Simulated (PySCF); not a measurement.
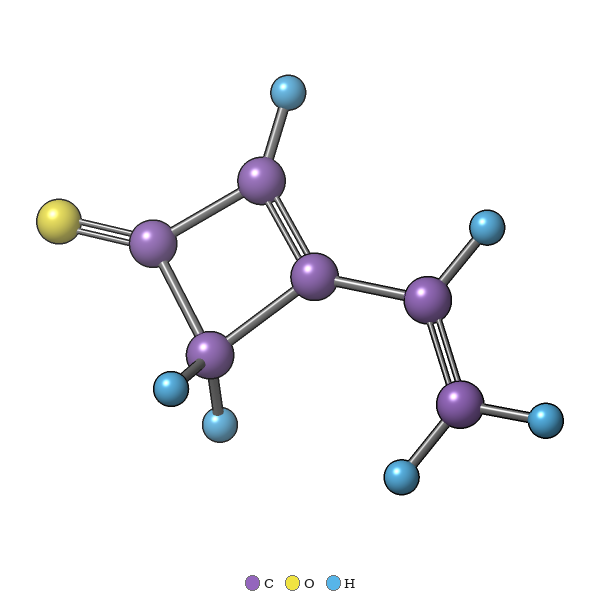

Ball-and-stick drawing of a structure.

The computed structure is the end point of a GFN2-xTB optimisation. No frequency run is at hand to confirm it as a minimum.

> Count the atoms of each element.

C₆H₆O, 13 atoms: 6 carbon, 6 hydrogen and 1 oxygen.

> Describe its rings.

Independent rings (smallest set): 1 of 4 members.

> Count the bonded pairs by element.

6 C–C, 6 C–H, 1 C–O.

> Name functional groups in it.

Among them: ketone, alkene.

More results for the same structure follow; atom numbers are the same in all pictures, views and colours differ.

### Symmetry

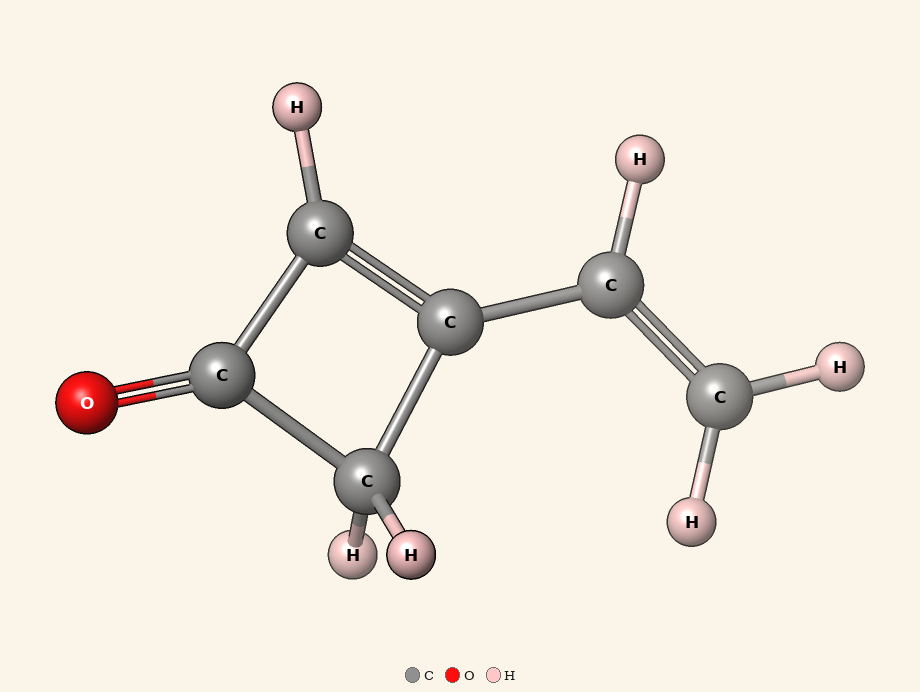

Depth is shown by fading: the farther an atom, the more it takes the colour of the background. No frequency run is at hand to confirm it as a minimum.

> List the symmetry elements and name the point group.

It has 1 mirror plane, so the point group is Cs. The group has 2 operations. The geometry is achiral, and symmetry allows a dipole moment.

### Polarisability

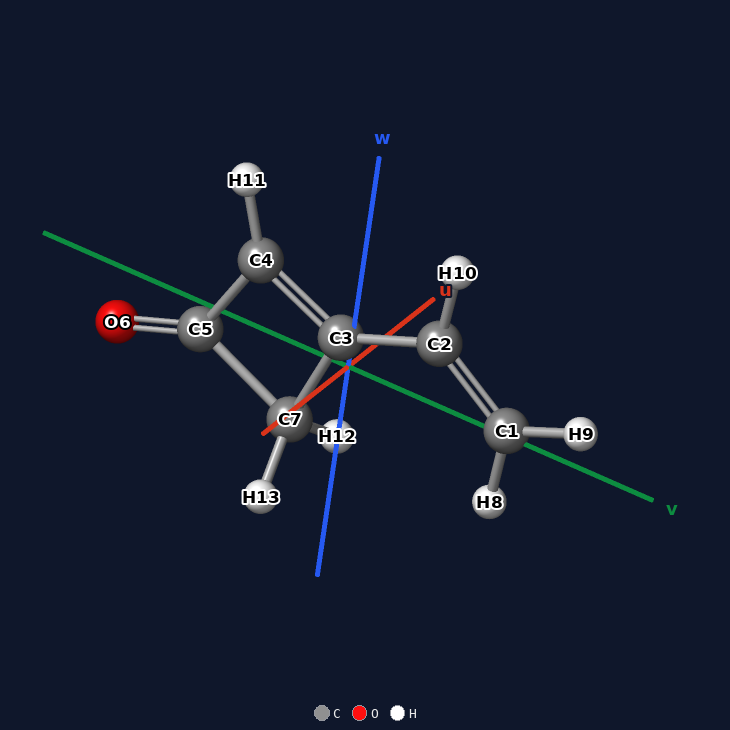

The lines u, v and w are the principal axes of the static dipole polarisability. No frequency run is at hand to confirm it as a minimum. Computed with PBE0/def2-SVPD (PySCF 2.14.0).

> Along which axis is the molecule most polarisable, and along which least?

Most along v (close to the long direction C1···O6), least along u.

> Give the three principal values.

u 45.9, v 119.8, w 68.9 bohr³; mean 78.2, anisotropy 65.5 bohr³.

### NMR shielding

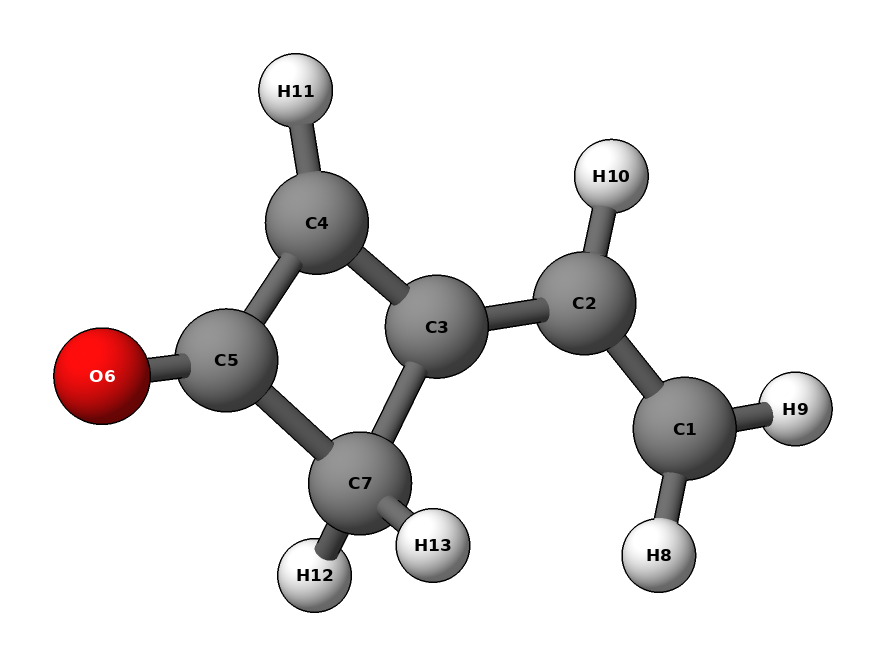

No frequency run is at hand to confirm it as a minimum. Method: GIAO PBE0/pcSseg-1 NMR shielding, non-relativistic, gas phase (PySCF 2.14.0). Principal shieldings σ11 ≤ σ22 ≤ σ33, span Ω = σ33 − σ11, skew κ = 3(σiso − σ22)/Ω.

Give the shielding tensors of the O atoms.

| atom | σ11 | σ22 | σ33 | σiso | Ω | κ |
| --- | --- | --- | --- | --- | --- | --- |
| O6 | −814.3 | −326.3 | 324.4 | −272.1 | 1138.7 | 0.14 |

Shieldings and span in ppm.

### Bond orders

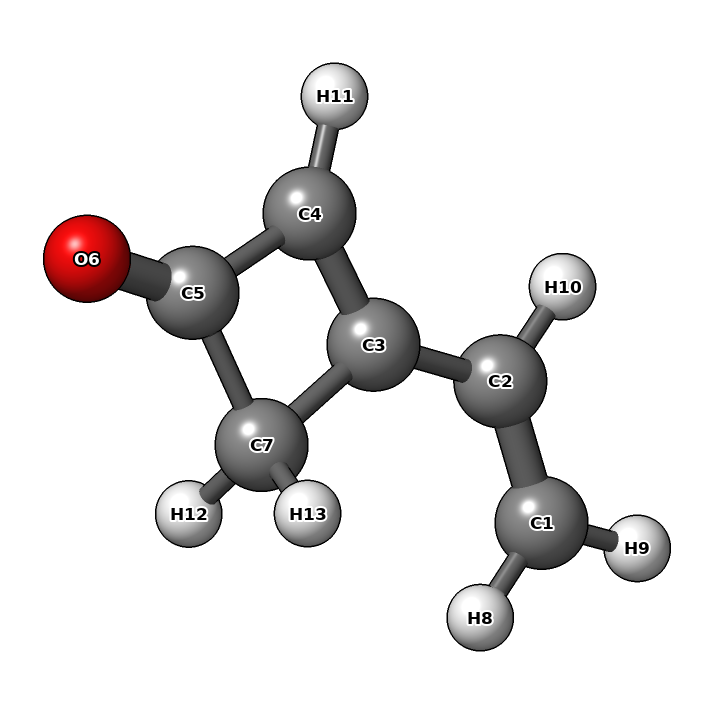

The thickness of each stick grows with its Mayer bond order. No frequency run is at hand to confirm it as a minimum. Computed with PBE0/pcSseg-1 (PySCF 2.14.0).

> Which bond has the highest Mayer bond order?

C5–O6, 2.02, at a length of 1.198 Å.

List the Mayer bond orders of C1–C2, C1–H8, C1–H9, C2–C3, C2–H10, C3–C4, C3–C7, C4–C5, C4–H11, C5–O6, C5–C7, C7–H12 (one bond of each equivalent set).

```json
{"bond": "C1–C2", "Mayer order": "1.89", "length (Å)": "1.333"}
{"bond": "C1–H8", "Mayer order": "0.95", "length (Å)": "1.077"}
{"bond": "C1–H9", "Mayer order": "0.94", "length (Å)": "1.076"}
{"bond": "C2–C3", "Mayer order": "1.10", "length (Å)": "1.430"}
{"bond": "C2–H10", "Mayer order": "0.95", "length (Å)": "1.083"}
{"bond": "C3–C4", "Mayer order": "1.56", "length (Å)": "1.357"}
{"bond": "C3–C7", "Mayer order": "1.04", "length (Å)": "1.518"}
{"bond": "C4–C5", "Mayer order": "1.01", "length (Å)": "1.467"}
{"bond": "C4–H11", "Mayer order": "1.02", "length (Å)": "1.075"}
{"bond": "C5–O6", "Mayer order": "2.02", "length (Å)": "1.198"}
{"bond": "C5–C7", "Mayer order": "0.96", "length (Å)": "1.546"}
{"bond": "C7–H12", "Mayer order": "0.93", "length (Å)": "1.089"}
```
